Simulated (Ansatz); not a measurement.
## Run report: SiH6OF2, saddle-point search (part 1 of 2)

SiH6OF2, computed with RKS PBE-D4/def2-SVP (Ansatz 0.2.0).

Figures and captions count atoms from 1; the log counts them from 0 in places.

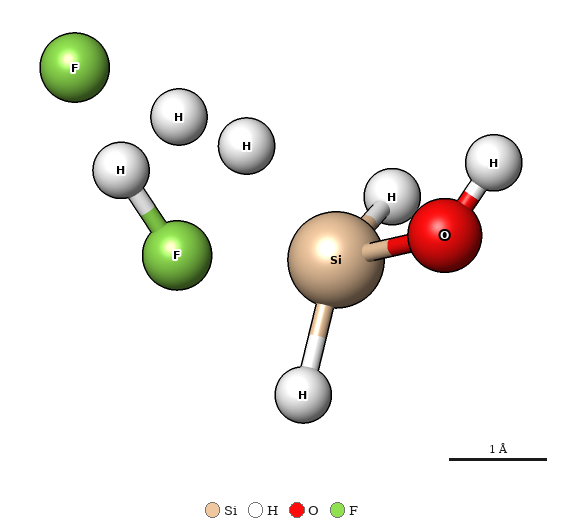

**Figure 1.** The starting structure (ball-and-stick view, seen at a tilt). Bond lengths as drawn: F–H 1.08 Å, H–O 0.91 Å, H–Si 1.46 Å and O–Si 1.65 Å.

Input file
```yaml
crystal:
  periodic: [false, false, false]
  atoms:
    - {symbol: Si, position_ang: [0.723943, 0.445490, -0.010774]}
    - {symbol: H, position_ang: [-1.049065, 0.399112, -0.137637]}
    - {symbol: H, position_ang: [1.303235, -0.557238, -0.905151]}
    - {symbol: H, position_ang: [1.282849, 1.021063, 1.207048]}
    - {symbol: O, position_ang: [0.560408, 1.762309, -0.989511]}
    - {symbol: H, position_ang: [-0.632244, -1.515932, 0.957225]}
    - {symbol: F, position_ang: [0.358288, -1.120498, 1.140509]}
    - {symbol: H, position_ang: [-1.383036, -0.368678, 0.157224]}
    - {symbol: F, position_ang: [-1.873195, -1.653712, 0.578657]}
    - {symbol: H, position_ang: [0.377085, 1.682573, -1.879334]}
basis:
  gaussian: {orbitals: def2-SVP}
hamiltonian: {xc: pbe, dispersion: d4}
saddle:
  f_tol: 0.05
  max_steps: 40
  mode_guess:
    - [0.1903, -0.1593, 0.0936]
    - [-0.2313, -0.0315, -0.1313]
    - [0.0450, -0.0364, -0.0522]
    - [0.0523, 0.0905, 0.0205]
    - [-0.0604, -0.1098, 0.1063]
    - [-0.3041, -0.0639, -0.1636]
    - [0.0829, 0.2752, -0.1284]
    - [0.0912, 0.5346, -0.0431]
    - [0.1062, -0.4671, 0.2476]
    - [0.0278, -0.0322, 0.0505]
```

Run as:
```bash
ansatz run in.yaml --threads 4 --pin off --events-out ev --progress --plain --max-ram 9574MiB
```

Log
```
Functional definition: PBE
  name "PBE"
  cite "Perdew, Burke & Ernzerhof, Phys. Rev. Lett. 77, 3865 (1996) doi:10.1103/PhysRevLett.77.3865"
  parent pbe
  parameter kappa = 0.804
  parameter beta = 0.06672455060314922
  exchange = pbe_x(kappa = kappa, mu = beta*pi^2/3)
  correlation = pbe_c(beta = beta)
983 factors; their error is unknown
mean field evaluation 1: about -15428.4596 eV, gradient 6.6e1 eV
mean field evaluation 2: about -15389.2572 eV, gradient 1.5e2 eV
mean field evaluation 4: about -15435.2586 eV, gradient 1.4e1 eV
mean field evaluation 8: about -15435.6034 eV, gradient 2.2e-1 eV
mean field evaluation 16: about -15435.5473 eV, gradient 5.3e-4 eV
mean field -15435.54733328 eV, -567.2459019084 hartree, gradient 1.1e-5 eV, S^2 0.000000; 0 other end points of the search recorded, 0 dependent functions left out
the calculation of the forces begins
reference -15435.54736221 eV, -567.2459029716 hartree; 23, 23 occupied and 67, 67 virtual orbitals, 983 factors
these checks for a lower state are left out or cut short: stability, starts, cluster_reference, orbital_swaps, neighbouring_geometries, increment
983 factors; their error is unknown
mean field -15435.54593394 eV, -567.2458504834 hartree, gradient 2.7e-6 eV, S^2 0.000000; 0 other end points of the search recorded, 0 dependent functions left out
[... from here on the field's lines of each further geometry are left out, up to the last ...]
saddle step   1: F+E_penalty+E_count = -15435.68589183 eV  max|allowed force component| = 3.535e0 eV/Å  curvature = -5.8281 eV/Å²  mode residual = 6.56e0 eV/Å²  Δτ_max = 0.0000 Å  (1 rotations, 3 force calls, 72 SCF iters)  cluster: 3 rotations left out, max|force component along them| = 3.178e-8 eV/Å
saddle step   2: F+E_penalty+E_count = -15435.98607459 eV  max|allowed force component| = 1.862e0 eV/Å  curvature = -5.2577 eV/Å²  mode residual = 5.22e0 eV/Å²  Δτ_max = 0.2000 Å  (1 rotations, 3 force calls, 78 SCF iters)  cluster: 3 rotations left out, max|force component along them| = 2.069e-8 eV/Å
saddle step   3: F+E_penalty+E_count = -15436.13625658 eV  max|allowed force component| = 8.560e-1 eV/Å  curvature = -6.4352 eV/Å²  mode residual = 3.85e0 eV/Å²  Δτ_max = 0.0568 Å  (1 rotations, 3 force calls, 73 SCF iters)  cluster: 3 rotations left out, max|force component along them| = 1.431e-8 eV/Å
saddle step   4: F+E_penalty+E_count = -15436.15569469 eV  max|allowed force component| = 6.812e-1 eV/Å  curvature = -6.6422 eV/Å²  mode residual = 3.31e0 eV/Å²  Δτ_max = 0.0157 Å  (1 rotations, 3 force calls, 73 SCF iters)  cluster: 3 rotations left out, max|force component along them| = 2.949e-8 eV/Å
saddle step   5: F+E_penalty+E_count = -15436.17474619 eV  max|allowed force component| = 4.431e-1 eV/Å  curvature = -7.4397 eV/Å²  mode residual = 2.64e0 eV/Å²  Δτ_max = 0.0311 Å  (1 rotations, 3 force calls, 71 SCF iters)  cluster: 3 rotations left out, max|force component along them| = 2.864e-8 eV/Å
saddle step   6: F+E_penalty+E_count = -15436.18123477 eV  max|allowed force component| = 2.565e-1 eV/Å  curvature = -6.6208 eV/Å²  mode residual = 1.63e0 eV/Å²  Δτ_max = 0.0245 Å  (1 rotations, 3 force calls, 73 SCF iters)  cluster: 3 rotations left out, max|force component along them| = 3.080e-8 eV/Å
saddle step   7: F+E_penalty+E_count = -15436.18474472 eV  max|allowed force component| = 6.687e-2 eV/Å  curvature = -6.7887 eV/Å²  mode residual = 1.27e0 eV/Å²  Δτ_max = 0.0153 Å  (1 rotations, 3 force calls, 74 SCF iters)  cluster: 3 rotations left out, max|force component along them| = 3.065e-8 eV/Å
saddle step   8: F+E_penalty+E_count = -15436.18544658 eV  max|allowed force component| = 4.709e-2 eV/Å  curvature = -6.8382 eV/Å²  mode residual = 1.03e0 eV/Å²  Δτ_max = 0.0074 Å  (1 rotations, 5 force calls, 103 SCF iters)  cluster: 3 rotations left out, max|force component along them| = 3.083e-8 eV/Å
saddle step   9: F+E_penalty+E_count = -15436.18668788 eV  max|allowed force component| = 9.120e-2 eV/Å  curvature = -6.9701 eV/Å²  mode residual = 1.24e0 eV/Å²  Δτ_max = 0.0348 Å  (1 rotations, 3 force calls, 73 SCF iters)  cluster: 3 rotations left out, max|force component along them| = 3.229e-8 eV/Å
saddle step  10: F+E_penalty+E_count = -15436.18809250 eV  max|allowed force component| = 6.570e-2 eV/Å  curvature = -6.9435 eV/Å²  mode residual = 5.67e-1 eV/Å²  Δτ_max = 0.0176 Å  (1 rotations, 3 force calls, 72 SCF iters)  cluster: 3 rotations left out, max|force component along them| = 3.119e-8 eV/Å
saddle step  11: F+E_penalty+E_count = -15436.18953540 eV  max|allowed force component| = 1.172e-1 eV/Å  curvature = -6.9593 eV/Å²  mode residual = 6.59e-1 eV/Å²  Δτ_max = 0.0397 Å  (1 rotations, 3 force calls, 72 SCF iters)  cluster: 3 rotations left out, max|force component along them| = 3.301e-8 eV/Å
saddle step  12: F+E_penalty+E_count = -15436.19049204 eV  max|allowed force component| = 1.237e-1 eV/Å  curvature = -6.9855 eV/Å²  mode residual = 3.92e-1 eV/Å²  Δτ_max = 0.0221 Å  (1 rotations, 3 force calls, 72 SCF iters)  cluster: 3 rotations left out, max|force component along them| = 3.024e-8 eV/Å
saddle step  13: F+E_penalty+E_count = -15436.19253722 eV  max|allowed force component| = 2.040e-1 eV/Å  curvature = -7.2130 eV/Å²  mode residual = 7.45e-1 eV/Å²  Δτ_max = 0.0672 Å  (1 rotations, 3 force calls, 71 SCF iters)  cluster: 3 rotations left out, max|force component along them| = 3.176e-8 eV/Å
saddle step  14: F+E_penalty+E_count = -15436.19242052 eV  max|allowed force component| = 1.882e-1 eV/Å  curvature = -7.3835 eV/Å²  mode residual = 9.92e-1 eV/Å²  Δτ_max = 0.0349 Å  (1 rotations, 3 force calls, 73 SCF iters)  cluster: 3 rotations left out, max|force component along them| = 3.001e-8 eV/Å
saddle step  15: F+E_penalty+E_count = -15436.19407451 eV  max|allowed force component| = 5.530e-2 eV/Å  curvature = -7.3542 eV/Å²  mode residual = 6.82e-1 eV/Å²  Δτ_max = 0.0260 Å  (1 rotations, 3 force calls, 73 SCF iters)  cluster: 3 rotations left out, max|force component along them| = 2.758e-8 eV/Å
saddle step  16: F+E_penalty+E_count = -15436.19420941 eV  max|allowed force component| = 1.797e-2 eV/Å  curvature = -7.2659 eV/Å²  mode residual = 5.92e-1 eV/Å²  Δτ_max = 0.0108 Å  (1 rotations, 8 force calls, 178 SCF iters)  cluster: 3 rotations left out, max|force component along them| = 1.750e-8 eV/Å
saddle step  17: F+E_penalty+E_count = -15436.19439789 eV  max|allowed force component| = 7.720e-3 eV/Å  curvature = -7.2610 eV/Å²  mode residual = 5.17e-1 eV/Å²  Δτ_max = 0.0190 Å  (1 rotations, 7 force calls, 147 SCF iters)  cluster: 3 rotations left out, max|force component along them| = 1.828e-8 eV/Å
saddle step  18: F+E_penalty+E_count = -15436.19443058 eV  max|allowed force component| = 5.835e-3 eV/Å  curvature = -7.2983 eV/Å²  mode residual = 4.71e-1 eV/Å²  Δτ_max = 0.0038 Å  (1 rotations, 6 force calls, 124 SCF iters)  cluster: 3 rotations left out, max|force component along them| = 3.969e-8 eV/Å
saddle step  19: F+E_penalty+E_count = -15436.19444130 eV  max|allowed force component| = 4.844e-3 eV/Å  curvature = -7.3163 eV/Å²  mode residual = 3.67e-1 eV/Å²  Δτ_max = 0.0036 Å  (1 rotations, 12 force calls, 268 SCF iters)  cluster: 3 rotations left out, max|force component along them| = 4.591e-8 eV/Å
saddle search: the force at step 20 is within saddle.f_tol, and the search now checks the order of the point unasked, as it does wherever a lone molecule whose rigid rotations it leaves out would converge (saddle.isolated_cluster): at most 100 rotations across the mode and 202 force calls, two more next to a line or behind a second negative curvature, two more where it reads a positive, two for each turn that reads one and six more at each negative that it reads, and up to 22 at one that stands (24 where saddle.amplitude is under 0.005 Å), over each length that the point is read over (saddle.order_check: false declines the check)
saddle search: the rotation starts from a random direction (saddle.seed = 0)
the calculation of the forces begins
reference -15436.05372835 eV, -567.2645115839 hartree; 23, 23 occupied and 67, 67 virtual orbitals, 983 factors
983 factors; their error is unknown
mean field evaluation 896: about -15384.6030 eV, gradient 1.5e2 eV
mean field -15436.05745507 eV, -567.2646485383 hartree, gradient 6.7e-6 eV, S^2 0.000000; 1 other end points of the search recorded, 0 dependent functions left out
the calculation of the forces begins
reference -15436.05748501 eV, -567.2646496384 hartree; 23, 23 occupied and 67, 67 virtual orbitals, 983 factors
saddle step  20: F+E_penalty+E_count = -15436.19446279 eV  max|allowed force component| = 1.324e-3 eV/Å  curvature = -7.3272 eV/Å² (error put at 0.0089; -7.3358 at half of saddle.amplitude)  mode residual = 4.60e-1 eV/Å²  Δτ_max = 0.0105 Å  (1 rotations, 50 force calls, 914 SCF iters)  order check (unasked): unresolved, curvature across the mode = +0.0678 eV/Å² (42 force calls)  cluster: 3 rotations left out, max|force component along them| = 1.769e-8 eV/Å
```

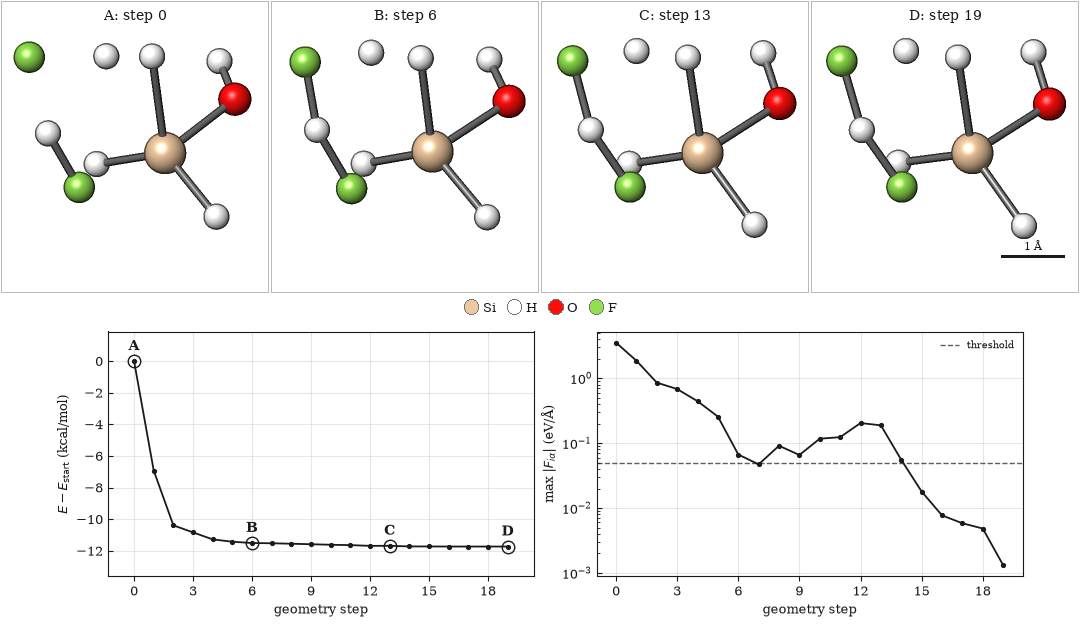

**Figure 2.** Frames of the saddle-point search (ball-and-stick view, seen at a tilt) above the curves, on which the letters mark them (the first geometry is step 0 here and step 1 in the log).

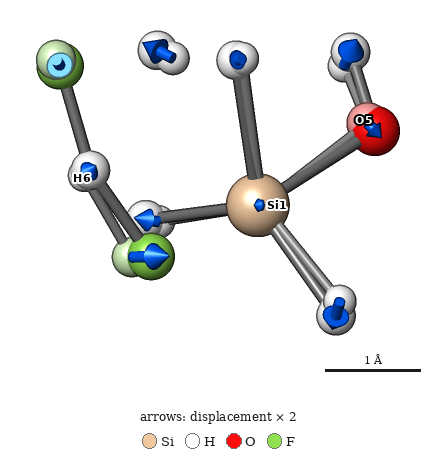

**Figure 3.** Start (faint) and end (solid) with the displacements as blue arrows, magnified 2 times (ball-and-stick view, seen at a tilt). The two geometries are laid on each other by the best rigid fit. After 19 geometry steps the energy has fallen by 11.7 kcal/mol. Largest force component: 3.5 eV/Å at the start, 0.0013 eV/Å at the end. The largest move after the best rigid fit is that of F7, 0.28 Å. Largest moves by element: F 0.28 Å, H 0.26 Å, O 0.11 Å, Si 0.05 Å. Distances before and after: H6–F9 1.305 → 1.147 Å, H6–F7 1.082 → 1.156 Å, Si1–H2 1.778 → 1.714 Å, O5–H10 0.912 → 0.974 Å. Among the angles that change: H2–Si1–H4 116.9° → 129.9°, H3–Si1–H4 129.0° → 122.2°, H4–Si1–O5 102.6° → 96.1°. (Atoms are counted from 1 in the order of the input.)
